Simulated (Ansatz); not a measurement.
# SOF2 (thionyl fluoride): BLYP/STO-3G

Aim: the energy change on altering one bond length of SOF2 (thionyl fluoride) at BLYP/STO-3G, from 2 runs. 

Program for the calculation: Ansatz 0.2.0.

70 further runs of the same task are left out: 9 that didn't finish, 61 set aside as unsound or not needed.

## Step 1: The molecule

The species is SOF2 (4 atoms), meant as a singlet with charge 0. SMILES: `O=S(F)F`. Geometry: relaxed at PBE0-D4/def2-TZVP.

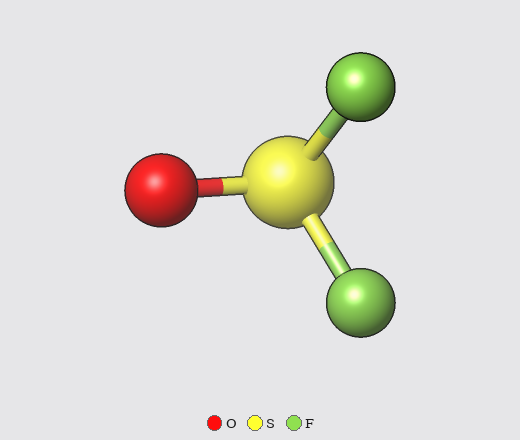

Viewed from a chosen angle; oxygen red, sulfur yellow, fluorine green.

## Step 2: A single-point energy at BLYP/STO-3G

molecule.yaml

```yaml
crystal:
  periodic: [false, false, false]
  atoms:
    - {symbol: O, position_ang: [0.932400, 0.066600, -1.017800]}
    - {symbol: S, position_ang: [-0.151300, -0.426200, -0.245700]}
    - {symbol: F, position_ang: [-1.124400, 0.804200, 0.000400]}
    - {symbol: F, position_ang: [0.343300, -0.444600, 1.263100]}
basis:
  gaussian: {orbitals: STO-3G}
accuracy: high
hamiltonian: {xc: {name: BLYP}}
```

Command:

```bash
$ ansatz run molecule.yaml --threads 1 --pin off --max-ram 2610MiB --events-out events.jsonl --progress --plain --runs-dir runs
```

Output:

```text
Warning: RAYON_NUM_THREADS=1 ignored (pool sized by the plan → 1); use --threads N
Functional definition: BLYP
  name "BLYP"
  parameter beta = 0.0042
  parameter a = 0.04918
  parameter b = 0.132
  parameter c = 0.2533
  parameter d = 0.349
  exchange = b88_x(beta = beta)
  correlation = lyp_c(a = a, b = b, c = c, d = d)
463 factors; integrals over basis functions are off by at most 2.8e-8 eV
mean field evaluation 1: about -18072.1317 eV, gradient 4.4e1 eV
mean field evaluation 2: about -17977.3008 eV, gradient 1.8e2 eV
mean field evaluation 4: about -18079.3917 eV, gradient 4.1e0 eV
mean field evaluation 8: about -18079.4285 eV, gradient 1.2e-1 eV
mean field evaluation 16: about -18079.4286 eV, gradient 1.2e-6 eV
mean field -18079.42861819 eV, -664.4067470416 hartree, gradient 8.3e-8 eV, S^2 0.000000; 0 other end points of the search recorded, 0 dependent functions left out
reference -18079.42864152 eV, -664.4067478989 hartree; 21, 21 occupied and 3, 3 virtual orbitals, 463 factors
Total energy: -18079.42864152 eV, -664.4067478989 hartree
```

It took 1.3 s on 1 thread of Arm Neoverse V1, shared host; peak memory 0.097 GiB.

## Step 3: The distorted shape at the same level

run.yaml

```yaml
crystal:
  periodic: [false, false, false]
  atoms:
    - symbol: O
      position_ang: [1.175703, -0.241036, -1.079332]
    - symbol: S
      position_ang: [0.092003, -0.733836, -0.307232]
    - symbol: F
      position_ang: [-1.124400, 0.804200, 0.000400]
    - symbol: F
      position_ang: [0.586603, -0.752236, 1.201568]
basis:
  gaussian:
    orbitals: STO-3G
magnetization:
  spin_polarized: false
hamiltonian:
  xc: {name: BLYP}
accuracy: high
```

Command:

```bash
$ ansatz run run.yaml --threads 1 --pin off --max-ram 2610MiB --events-out events.jsonl --progress --plain --runs-dir runs
```

Output (excerpt; [...] marks lines left out):

```text
Warning: RAYON_NUM_THREADS=1 ignored (pool sized by the plan → 1); use --threads N
[... 9 set-up lines as earlier in the session ...]
455 factors; integrals over basis functions are off by at most 2.8e-8 eV
mean field evaluation 1: about -18071.7367 eV, gradient 4.6e1 eV
mean field evaluation 2: about -18006.8309 eV, gradient 1.3e2 eV
mean field evaluation 4: about -18067.9061 eV, gradient 5.4e1 eV
mean field evaluation 8: about -18079.9459 eV, gradient 8.1e-3 eV
mean field -18079.93034074 eV, -664.4251850052 hartree, gradient 1.0e-8 eV, S^2 0.000000; 0 other end points of the search recorded, 0 dependent functions left out
reference -18079.93036468 eV, -664.4251858850 hartree; 21, 21 occupied and 3, 3 virtual orbitals, 455 factors
Total energy: -18079.93036468 eV, -664.4251858850 hartree
```

It took 1.4 s on 1 thread of Arm Neoverse V1, shared host; peak memory 0.098 GiB.

## Step 4: What came out

At BLYP/STO-3G:

| quantity | value |
| --- | --- |
| first shape: total energy | -664.40675 Eh |
| distorted shape: total energy | -664.42519 Eh |
| energy change with the S2–F3 bond stretched from 1.588 to 1.985 Å | -0.502 eV |

In words: With the S2–F3 bond stretched from 1.588 to 1.985 Å the energy falls by 0.50 eV (48.4 kJ/mol). The first shape isn't relaxed at this level, so the change isn't measured from a minimum. The minimal basis adds a large error of its own.
